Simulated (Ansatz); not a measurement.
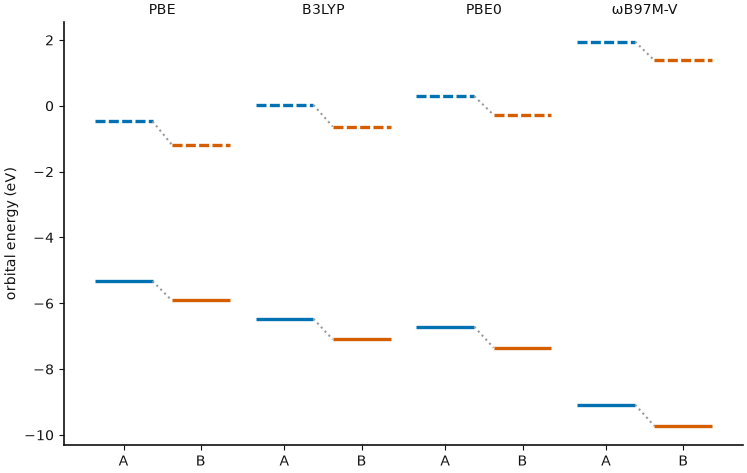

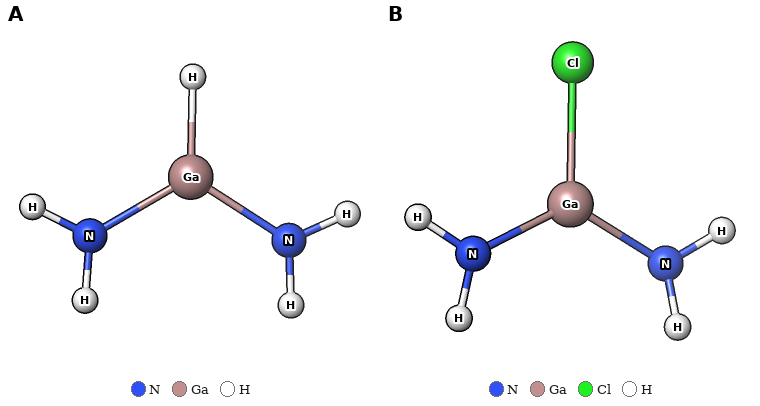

One change: A, GaN₂H₅ (SMILES [NH2][GaH][NH2]), becomes B, GaN₂H₄Cl (SMILES [NH2][Ga]([NH2])[Cl]). H on Ga is replaced by Cl. HOMO (solid) and LUMO (dashed) computed in def2-TZVPP at PBE0-D4/def2-TZVP geometries, both minima by their frequencies, gas phase, the Ansatz code. Empty levels above zero depend strongly on the basis.

### What does the change do to HOMO and LUMO?

PBE: the HOMO falls by 0.59 eV, the LUMO falls by 0.71 eV, and the separation goes from 4.86 to 4.73 eV. B3LYP: the HOMO falls by 0.63 eV, the LUMO falls by 0.66 eV, and the separation goes from 6.50 to 6.47 eV. PBE0: the HOMO falls by 0.64 eV, the LUMO falls by 0.57 eV, and the separation goes from 7.01 to 7.07 eV. ωB97M-V: the HOMO falls by 0.65 eV, the LUMO falls by 0.57 eV, and the separation goes from 11.03 to 11.11 eV.

### Do the functionals agree on the effect?

They agree on the direction for both levels; the HOMO shift lies between −0.65 and −0.59 eV and the LUMO shift between −0.71 and −0.57 eV, while the separations themselves differ by up to 6.4 eV between functionals.
